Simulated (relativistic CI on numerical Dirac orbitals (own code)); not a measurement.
```
atom Mo  Z=42  charge=6  electrons=36
nucleus A=98  rms_radius_fm=4.4091
hamiltonian dirac-coulomb  breit=on  qed=on  c_scale=1
orbitals kli  potential=per-configuration
slater_scale 1
correlation none
mixing on
configurations
  [Ar] 3d10 4s2 4p6
  [Ne] 3s2 3p5 3d10 4s2 4p6 4d
end
absorption M2,3 T=10 lorentz=2 gauss=0.4
crystal_field Oh 10Dq=8500
```

Multiplet model: relativistic Dirac–Coulomb–Breit theory, one configuration a step, Slater integrals scaled by 1, 10 K, Voigt broadening (Lorentzian 2 eV, Gaussian 0.4 eV full widths), computed with a radial Dirac CI code.

The M₂,₃ X-ray absorption spectrum that results, with the strongest transitions as sticks:

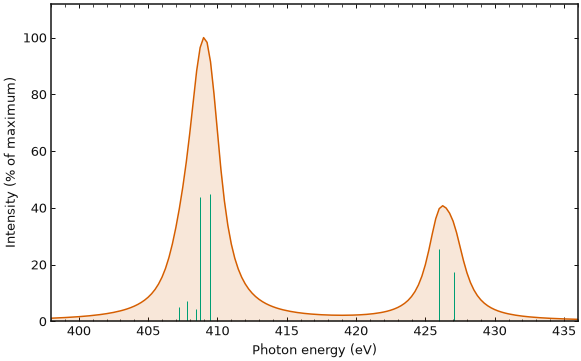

The main maxima lie at 409.0 eV (100) and 426.3 eV (41), heights in % of the largest; the centroid is at 414.0 eV. The lower edge holds 0.71 of the intensity (branching ratio, edges parted at 418 eV), and the core spin-orbit splitting of the orbitals is 17.9 eV. The ground state has S = 0.00.

Caveat: free-ion energies, so absolute edge positions are off by a few eV from solids.
